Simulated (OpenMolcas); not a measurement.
**Multiconfigurational calculation for Cu³⁺**

System: Cu³⁺, among 6 point charges of −2.2 e at 2.15 Å, tetragonal octahedron (D4h), axial distortion 0.91, whose field is part of the energies.
Method: state-averaged CASSCF, active space 8 electrons in the shell 3d, basis ANO-RCC-VTZP, DKH2 scalar Hamiltonian, spin-orbit coupling by RASSI with atomic mean-field integrals (OpenMolcas).

### Key numbers

| quantity | value |
| --- | --- |
| outcome | converged |
| energy of the lowest spin-free term | −1661.06472 hartree |
| energy of the lowest spin-orbit level | −1661.06798 hartree |
| largest spread among components of a term | 0.0 cm⁻¹ |
| hardware | 1 thread of Arm Neoverse V1, 24 GiB of memory available, shared host |
| wall time | 5.6 s |
| peak memory | 0.35 GiB |

### Notes

Without dynamic correlation the splittings between terms come out too large, often by 20 to 50 %. Caveats: point charges lack covalency, field too small at true ligand charges.

### The input
```
&GATEWAY
Coord
1

Cu 0.0 0.0 0.0
Basis=ANO-RCC-VTZP
Group=XYZ
NoMove
AngMom=0.0 0.0 0.0
AMFI
XField
3 Angstrom 0
2.150000 0.000000 0.000000 -2.200000
0.000000 2.150000 0.000000 -2.200000
0.000000 0.000000 1.956500 -2.200000
&SEWARD
&RASSCF
FileOrb=start.orb
Symmetry=1
Spin=3
nActEl=8 0 0
Inactive=3 6
Ras2=5 0
CIRoot=10 10 1
SDav=10
CIMx=300
Iter=120 100
PrWF=0.3
OrbListing=Nothing
MaxOrb=0
>>> COPY $Project.JobIph JOB001
&RASSCF
FileOrb=start.orb
Symmetry=1
Spin=1
nActEl=8 0 0
Inactive=3 6
Ras2=5 0
CIRoot=15 15 1
SDav=15
CIMx=300
Iter=120 100
PrWF=0.3
OrbListing=Nothing
MaxOrb=0
>>> COPY $Project.JobIph JOB002
&RASSI
NrOfJobIphs=2 10 15
1 2 3 4 5 6 7 8 9 10
1 2 3 4 5 6 7 8 9 10 11 12 13 14 15
IphNames
JOB001
JOB002
EJob
SpinOrbit
DIPRint=1.0
SOCoupling=1000.0
Subsets=2
Property=9
'ANGMOM' 1 'ANGMOM' 2 'ANGMOM' 3 'MLTPL  1' 1 'MLTPL  1' 2 'MLTPL  1' 3
'AMFI' 1 'AMFI' 2 'AMFI' 3
SOProperty=3
'ANGMOM' 1 'ANGMOM' 2 'ANGMOM' 3
```

The file start.orb holds starting orbitals from an earlier step. A driver script formed the levels outside the program, from RASSI's spin-orbit matrix and the active-space energies, averaged over the components of each term or state.

Launched with:
```bash
OMP_NUM_THREADS=1 MOLCAS_MEM=1689 MOLCAS_PROJECT=a pymolcas a.inp > a.log  # once for each step of the input, in one work folder
```

### The program's output (extracts)
```
--- SEWARD ---
Basis set label: CU.ANO-RCC...6S5P3D2F1G.

      Electronic valence basis set:
      ------------------
      Associated Effective Charge  29.000000 au
      Associated Actual Charge     29.000000 au
      Nuclear Model: Point charge

      Shell  nPrim  nBasis  Cartesian Spherical Contaminant
         s      21       6        X
         p      15       5        X
         d      10       3                 X
         f       6       2                 X
         g       4       1                 X
                  Relativistic Douglas-Kroll-Hess integrals:
                    - DKH order of Hamiltonian: 2
                    - DKH order of Properties : 0
                  Atomic mean-field integrals
--- RASSCF ---
Wave function specifications:
      -----------------------------

      Number of closed shell electrons          18
      Number of electrons in active shells       8
      Max number of holes in RAS1 space          0
      Max nr of electrons in RAS3 space          0
      Number of inactive orbitals                9
      Number of active orbitals                  5
      Number of secondary orbitals              45
      Spin quantum number                      1.0
      State symmetry                             1
Orbital specifications:
      -----------------------

      Symmetry species                           1   2
                                                ag  au
      Frozen orbitals                            0   0
      Inactive orbitals                          3   6
      Active orbitals                            5   0
      RAS1 orbitals                              0   0
      RAS2 orbitals                              5   0
      RAS3 orbitals                              0   0
      Secondary orbitals                        22  23
      Deleted orbitals                           0   0
      Number of basis functions                 30  29
      Number of CSFs                            10
      Number of root(s) required                10
      Iter CI   SX   CI       RASSCF       Energy    max ROT     max BLB   max BLB  Level Ln srch  Step   QN
          iter iter root      energy       change     param      element    value   shift minimum  type update
 Nr of preliminary CI iterations:   1
      Total energies have been shifted. Add                -1000.00 au
        1   1    9    0  -660.53920756    0.00E+00  -1.60E-01*   6  14 1  7.92E-01*  0.00   0.00    SX    NO
        2   1   10    0  -660.90502103   -3.66E-01* -5.36E-02    4  10 2  4.62E-01*  0.15   0.00    SX    NO
        3   1   10    0  -660.97564532   -7.06E-02* -5.17E-02    6  12 2 -2.56E-01*  0.00   0.00    SX    NO
        4   1   11    0  -660.99732672   -2.17E-02*  3.81E-02    4  10 2  1.99E-01*  0.06   0.00    SX    NO
        5   1   10    0  -661.00891611   -1.16E-02*  1.52E-02    6  12 2 -1.48E-01*  0.00   0.57    LS   YES
        6   1    9    0  -661.02412819   -1.52E-02*  1.66E-03    6  14 1  9.49E-03*  0.00   1.08    QN   YES
        7   1    7    0  -661.02421166   -8.35E-05* -1.15E-04    5  11 2  3.81E-04*  0.00   0.98    QN   YES
        8   1    5    0  -661.02421176   -1.03E-07*  3.98E-05    6  11 1  6.94E-05   0.00   1.17    QN   YES
        9   1    5    0  -661.02421177   -5.01E-09  -4.49E-06    6  12 2 -1.04E-05   0.00   1.09    QN   YES
      Convergence after  9 iterations
       10   1    5    0  -661.02421177   -9.00E-11  -4.49E-06    6  12 2 -1.90E-06   0.00   1.09    QN   YES
      Natural orbitals and occupation numbers for root  1
      sym 1:   2.000000   2.000000   1.000000   2.000000   1.000000
      Natural orbitals and occupation numbers for root  2
      sym 1:   1.000000   2.000000   1.000000   2.000000   2.000000
      Natural orbitals and occupation numbers for root  3
      sym 1:   1.921643   1.921643   1.078357   1.078357   2.000000
::    RASSCF root number  1 Total energy:  -1661.06471950
::    RASSCF root number  2 Total energy:  -1661.05761838
::    RASSCF root number  3 Total energy:  -1661.05713985
::    RASSCF root number  4 Total energy:  -1661.05713985
::    RASSCF root number  5 Total energy:  -1661.05186159
::    RASSCF root number  6 Total energy:  -1661.04853366
::    RASSCF root number  7 Total energy:  -1661.04853366
::    RASSCF root number  8 Total energy:  -1660.95580891
::    RASSCF root number  9 Total energy:  -1660.95580891
::    RASSCF root number 10 Total energy:  -1660.94495336
--- RASSCF ---
Wave function specifications:
      -----------------------------

      Number of closed shell electrons          18
      Number of electrons in active shells       8
      Max number of holes in RAS1 space          0
      Max nr of electrons in RAS3 space          0
      Number of inactive orbitals                9
      Number of active orbitals                  5
      Number of secondary orbitals              45
      Spin quantum number                      0.0
      State symmetry                             1
Orbital specifications:
      -----------------------

      Symmetry species                           1   2
                                                ag  au
      Frozen orbitals                            0   0
      Inactive orbitals                          3   6
      Active orbitals                            5   0
      RAS1 orbitals                              0   0
      RAS2 orbitals                              5   0
      RAS3 orbitals                              0   0
      Secondary orbitals                        22  23
      Deleted orbitals                           0   0
      Number of basis functions                 30  29
      Number of CSFs                            15
      Number of root(s) required                15
      Iter CI   SX   CI       RASSCF       Energy    max ROT     max BLB   max BLB  Level Ln srch  Step   QN
          iter iter root      energy       change     param      element    value   shift minimum  type update
 Nr of preliminary CI iterations:   1
      Total energies have been shifted. Add                -1000.00 au
        1   1    9    0  -660.92522922    0.00E+00  -3.41E-03    7  15 1 -1.12E-02*  0.00   0.00    SX    NO
        2   1    9    0  -660.92532977   -1.01E-04*  1.37E-03    5  10 2 -8.71E-03*  0.00   0.00    SX    NO
        3   1    8    0  -660.92534495   -1.52E-05*  1.21E-03    5  10 2  5.68E-03*  0.00   0.00    SX    NO
        4   1    8    0  -660.92535391   -8.96E-06* -9.51E-04    6  12 2 -4.74E-03*  0.00   0.00    SX    NO
        5   1    8    0  -660.92535963   -5.72E-06*  4.22E-04    5  10 2  3.76E-03*  0.00   0.56    LS   YES
        6   1    5    0  -660.92536973   -1.01E-05*  2.32E-06    3  11 1  1.58E-05   0.00   1.00    QN   YES
        7   1    3    0  -660.92536973   -3.12E-10   6.11E-07    3  11 1  4.02E-06   0.00   1.17    QN   YES
      Convergence after  7 iterations
        8   1    3    0  -660.92536973   -7.05E-12   6.11E-07    3  11 1 -2.76E-07   0.00   1.17    QN   YES
      Natural orbitals and occupation numbers for root  1
      sym 1:   2.000000   1.669184   1.330816   1.669184   1.330816
      Natural orbitals and occupation numbers for root  2
      sym 1:   1.941399   1.639279   1.033961   1.941399   1.443962
      Natural orbitals and occupation numbers for root  3
      sym 1:   1.390139   1.390139   1.609861   1.609861   2.000000
::    RASSCF root number  1 Total energy:  -1660.97564402
::    RASSCF root number  2 Total energy:  -1660.97312913
::    RASSCF root number  3 Total energy:  -1660.97133764
::    RASSCF root number  4 Total energy:  -1660.96761727
::    RASSCF root number  5 Total energy:  -1660.96761727
::    RASSCF root number  6 Total energy:  -1660.93050588
::    RASSCF root number  7 Total energy:  -1660.92960549
::    RASSCF root number  8 Total energy:  -1660.92960549
::    RASSCF root number  9 Total energy:  -1660.92512363
::    RASSCF root number 10 Total energy:  -1660.92280601
::    RASSCF root number 11 Total energy:  -1660.91694804
::    RASSCF root number 12 Total energy:  -1660.91694804
::    RASSCF root number 13 Total energy:  -1660.91337655
::    RASSCF root number 14 Total energy:  -1660.91282743
::    RASSCF root number 15 Total energy:  -1660.72745399
--- RASSI ---
SPIN-FREE ENERGIES:
  (Shifted by EMIN (a.u.) =      -1661.0647194960)

 SF State       Relative EMIN(au)   Rel lowest level(eV)    D:o, cm**(-1)      L_eff

     1             0.0000000000        0.0000000000              0.0000         3.0
     2             0.0071011199        0.1932313158           1558.5157         3.0
     3             0.0075796492        0.2062527622           1663.5407         3.0
     4             0.0075796492        0.2062527622           1663.5407         3.0
     5             0.0128579047        0.3498814111           2821.9839         3.0
     6             0.0161858337        0.4404389730           3552.3799         3.0
     7             0.0161858337        0.4404389730           3552.3799         3.0
    11             0.0890754785        2.4238672494          19549.8078         2.0
    12             0.0915903695        2.4923009201          20101.7626         2.1
    13             0.0933818529        2.5410496666          20494.9477         2.0
    14             0.0971022237        2.6422861142          21311.4747         2.1
    15             0.0971022237        2.6422861142          21311.4747         2.1
     8             0.1089105907        2.9636081486          23903.1117         1.0
     9             0.1089105907        2.9636081486          23903.1117         1.0
    10             0.1197661354        3.2590025704          26285.6284         1.0
    16             0.1342136113        3.6521384170          29456.4829         3.9
    17             0.1351140037        3.6766393412          29654.0961         4.0
    18             0.1351140037        3.6766393412          29654.0961         4.0
    19             0.1395958628        3.7985969410          30637.7505         4.0
    20             0.1419134816        3.8616625610          31146.4091         4.0
    21             0.1477714586        4.0210662351          32432.0864         4.0
    22             0.1477714586        4.0210662351          32432.0864         4.0
    23             0.1513429426        4.1182512660          33215.9365         4.0
    24             0.1518920708        4.1331938067          33336.4562         4.0
    25             0.3372655097        9.1774620523          74021.2234         0.0
     Dipole printing threshold changed to   1.00000000E+00
Eigenvalues of complex Hamiltonian:
   -----------------------------------
  (Shifted by EMIN (a.u.) =      -1661.0647194960)

 SO State       Relative EMIN(au)   Rel lowest level(eV)    D:o, cm**(-1)     J-value

     1            -0.0032569795        0.0000000000              0.0000         3.4
     2            -0.0030680221        0.0051417928             41.4714         2.9
     3            -0.0030680221        0.0051417928             41.4714         2.9
     4             0.0020479580        0.1443547014           1164.2992         3.5
     5             0.0030778038        0.1723782337           1390.3242         3.6
     6             0.0030778038        0.1723782337           1390.3242         3.6
     7             0.0036029589        0.1866684314           1505.5824         3.7
     8             0.0071032468        0.2819161183           2273.8068         2.2
     9             0.0086073656        0.3228452752           2603.9228         2.3
    10             0.0095506679        0.3485138403           2810.9537         2.1
    11             0.0096810122        0.3520606879           2839.5609         2.3
    12             0.0099147363        0.3584206445           2890.8575         2.6
    13             0.0099147363        0.3584206445           2890.8575         2.6
    14             0.0124759140        0.4281138396           3452.9710         2.5
    15             0.0148877629        0.4937435936           3982.3106         2.1
    16             0.0148877629        0.4937435936           3982.3106         2.1
    17             0.0182107798        0.5841674889           4711.6285         1.8
    18             0.0182107798        0.5841674889           4711.6285         1.8
    19             0.0185950610        0.5946243146           4795.9685         2.0
    20             0.0218385423        0.6828839356           5507.8304         1.4
    21             0.0224415648        0.6992930145           5640.1785         1.2
    22             0.0880393379        2.4842993545          20037.2256         1.0
    23             0.0907474243        2.5579901401          20631.5819         2.1
    24             0.0916144003        2.5815817596          20821.8611         1.0
    25             0.0952322223        2.6800277112          21615.8813         1.8
    26             0.0952322223        2.6800277112          21615.8813         1.8
    27             0.1085502026        3.0424284165          24538.8401         1.0
    28             0.1091748503        3.0594259464          24675.9344         1.0
    29             0.1103534244        3.0914965812          24934.6015         1.5
    30             0.1103534244        3.0914965812          24934.6015         1.5
    31             0.1108063342        3.1038208846          25034.0037         1.4
    32             0.1109425067        3.1075263283          25063.8901         1.0
    33             0.1206070975        3.3705132408          27185.0226         1.2
    34             0.1206070975        3.3705132408          27185.0226         1.2
    35             0.1207188300        3.3735536371          27209.5451         1.3
    36             0.1344675279        3.7476747652          30227.0355         3.9
    37             0.1352819489        3.7698362886          30405.7802         3.8
    38             0.1352819489        3.7698362886          30405.7802         3.8
    39             0.1397262501        3.8907718868          31381.1916         3.5
    40             0.1420310199        3.9534878664          31887.0301         3.5
    41             0.1478911657        4.1129505579          33173.1834         2.9
Weights of the five most important spin-orbit-free states for each spin-orbit state.

 SO State  Total energy (au)           Spin-free states, spin, and weights
 -------------------------------------------------------------------------------------------------------
    1        -0.003257       1 1.0  0.7552    4 1.0  0.1219    3 1.0  0.1219   20 0.0  0.0007    7 1.0  0.0001
    2        -0.003068       1 1.0  0.7872    2 1.0  0.1106    4 1.0  0.0722    6 1.0  0.0110    3 1.0  0.0095
    3        -0.003068       1 1.0  0.7872    2 1.0  0.1106    3 1.0  0.0722    7 1.0  0.0110    4 1.0  0.0095
    4         0.002048       2 1.0  0.4782    3 1.0  0.2276    4 1.0  0.2276    6 1.0  0.0328    7 1.0  0.0328
    5         0.003078       4 1.0  0.4752    2 1.0  0.3397    5 1.0  0.1406    6 1.0  0.0391    3 1.0  0.0033
    6         0.003078       3 1.0  0.4752    2 1.0  0.3397    5 1.0  0.1406    7 1.0  0.0391    4 1.0  0.0033
    7         0.003603       4 1.0  0.3328    3 1.0  0.3328    5 1.0  0.3233    7 1.0  0.0048    6 1.0  0.0048
    8         0.007103       3 1.0  0.3437    4 1.0  0.3437    6 1.0  0.1560    7 1.0  0.1560   23 0.0  0.0005
    9         0.008607       4 1.0  0.3606    3 1.0  0.3606    1 1.0  0.2285    7 1.0  0.0243    6 1.0  0.0243
   10         0.009551       7 1.0  0.4253    6 1.0  0.4253    5 1.0  0.1290    3 1.0  0.0098    4 1.0  0.0098
   11         0.009681       2 1.0  0.4514    3 1.0  0.2678    4 1.0  0.2678    6 1.0  0.0064    7 1.0  0.0064
   12         0.009915       2 1.0  0.4539    5 1.0  0.2141    1 1.0  0.1820    4 1.0  0.0989    3 1.0  0.0266
```

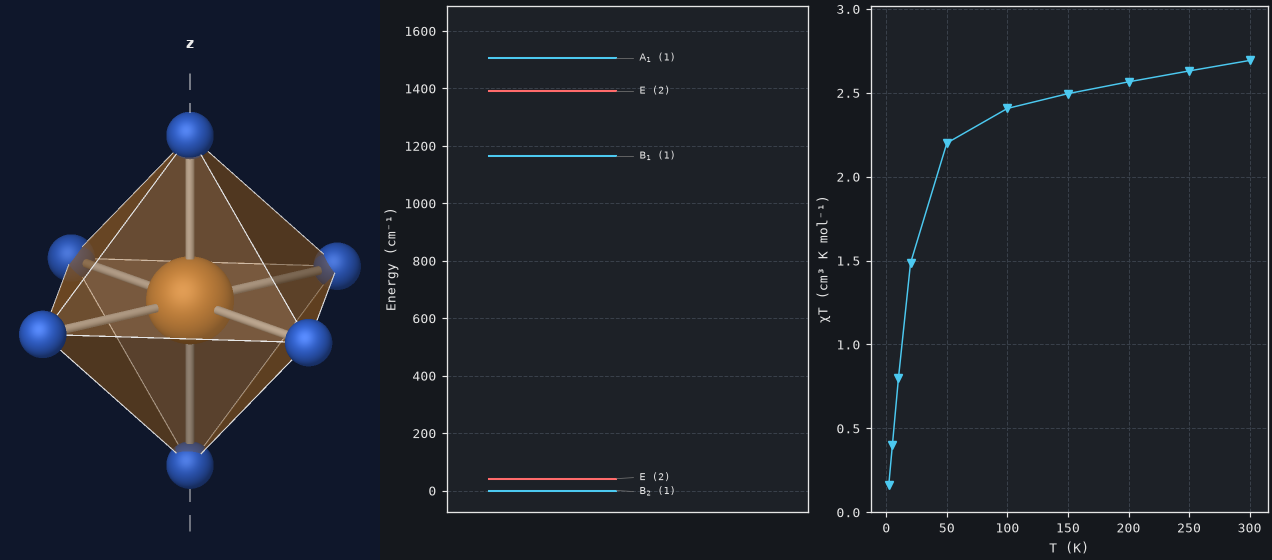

**Figure 1.** Cu³⁺ (3d⁸) among 6 point charges of −2.2 e at 2.15 Å, arranged as: tetragonal octahedron (D4h), axial distortion 0.91, with its levels and susceptibility. Labels give the representation in O, Td, D4 or D3 as the site allows (double group for half-integer spin) where it could be assigned and, in brackets, the degeneracy; spin-free states, where drawn, share the zero of the spin-orbit levels. Powder susceptibility by Van Vleck's formula. The ground level is B₂, non-degenerate, 100 % from states of spin multiplicity 3. The next level lies at 41 cm⁻¹ (E). χT is 0.160 cm³ K mol⁻¹ at 2 K and 2.69 at 300 K, an effective moment of 4.64 μB.
